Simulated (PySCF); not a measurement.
The calculation's input:

```
{"job": {"kind": "uv", "xc": "PBE0", "basis": "def2-SVPD", "nstates": 6, "ntriplets": 2}, "charge": 0, "multiplicity": 1}
C     -2.017440     0.732024     0.736072
Si    -0.913002     0.811610    -0.808945
C     -0.072160    -0.853779    -1.080776
C      1.060659    -1.284400    -0.527874
Si     2.154859    -0.351264     0.686755
H     -2.572019     1.656867     0.864256
H     -2.739256    -0.077427     0.671808
H     -1.426702     0.573543     1.633645
H     -1.747271     1.086179    -1.990214
H      0.082339     1.880563    -0.657323
H     -0.584544    -1.521621    -1.770138
H      1.410604    -2.278404    -0.797332
H      3.087157    -1.313509     1.284970
H      1.355756     0.262805     1.750265
H      2.916606     0.684804    -0.017081
```

Launched as:

```sh
OMP_NUM_THREADS=1 python probes_run.py task.json out
```

Geometry: GFN2-xTB.

The calculation used PBE0/def2-SVPD, SCF density, gas phase (PySCF).

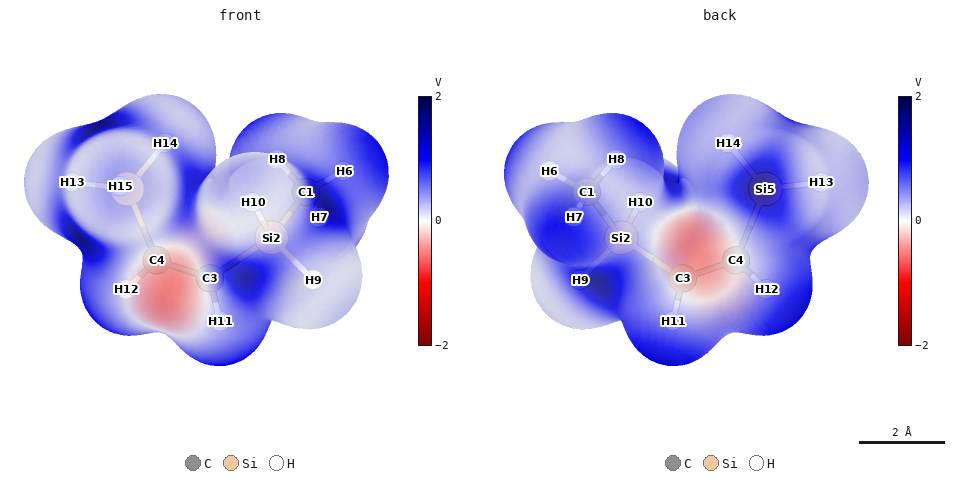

C₃H₁₀Si₂ (SMILES C[SiH2]/C=C\[SiH3]). The molecular electrostatic potential painted on the density surface at 0.004 e/bohr³, seen from the front and from behind; the colour scale runs from red (negative) to blue (positive).

Q: Which sites attract a positive test charge, and which a negative one?

A: A positive charge is drawn to the negative regions and a negative charge to the positive ones. The most negative region (about −0.5 V, or −12 kcal/mol for a unit charge) lies over the π face of C3 and C4, the most positive (about +1.7 V, or +39 kcal/mol for a unit charge) over Si2 and Si5.

Q: How polar is the molecule by this calculation?

A: Its dipole moment is 0.71 D.
